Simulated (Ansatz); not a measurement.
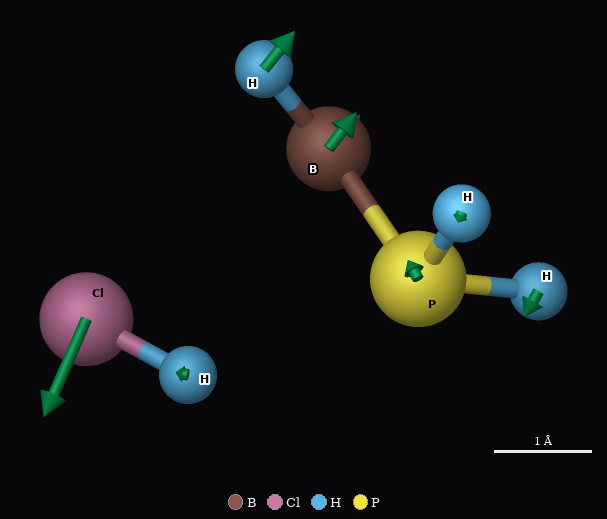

A relaxation of BPH₅Cl. The starting structure is drawn; green arrows show the displacements, 2 times their true length. The two geometries are superimposed by the best rigid fit.

A ball-and-stick model, seen at a tilt.

The run prepares an end point of a later path (reaction) calculation, from a guessed geometry.

These are results of RKS BLYP/def2-SVP (Ansatz), not measurements.

Input file:
```yaml
crystal:
  periodic: [false, false, false]
  atoms:
    - { symbol: B, position_ang: [0.108444, -0.528773, -0.232747] }
    - { symbol: Cl, position_ang: [-0.159643, 0.56519, 2.615102] }
    - { symbol: H, position_ang: [1.109168, 0.138888, -0.334855] }
    - { symbol: H, position_ang: [-0.97616, -0.08396, -0.525764] }
    - { symbol: P, position_ang: [0.214448, -2.306942, 0.449226] }
    - { symbol: H, position_ang: [-0.721365, -3.03037, -0.354076] }
    - { symbol: H, position_ang: [1.435456, -2.815357, -0.09061] }
    - { symbol: H, position_ang: [-0.095147, -0.774976, 2.550124] }
basis:
  gaussian: { orbitals: def2-SVP }
hamiltonian:
  xc: blyp
relax:
  f_tol: 0.03
  max_steps: 50
output:
  orbitals: {}
```

Launched with:
```bash
ansatz run input.yaml --threads 1 --pin off --max-ram 2048MiB --backend cpu --events-out ev --progress --plain --runs-dir out
```

**What did the optimiser do to the structure, and how much energy did it gain?**

The atom that moves furthest after the best rigid fit is Cl2 (0.56 Å). Largest moves by element: Cl 0.56 Å, H 0.26 Å, B 0.24 Å, P 0.12 Å. Near-neighbour distances that change, for instance: Cl2–H8 1.343 → 1.310 Å, B1–P5 1.907 → 1.878 Å. Bond angles that change, for instance: B1–P5–H6 103.6° → 107.0°. After 9 accepted moves (10 points after the start) the energy has fallen by 1.24 kcal/mol. The largest force component goes from 0.82 to 0.014 eV/Å. The line search rejected the trial step at point 3 of the run. Cost: 37 s on 1 thread of Arm Neoverse N1, on a shared host, peak memory 0.13 GiB.

Limits of the set-up: the start holds two separate molecules, 2.6 Å apart at their closest, whose relative position is a soft coordinate and is computed without a dispersion correction.
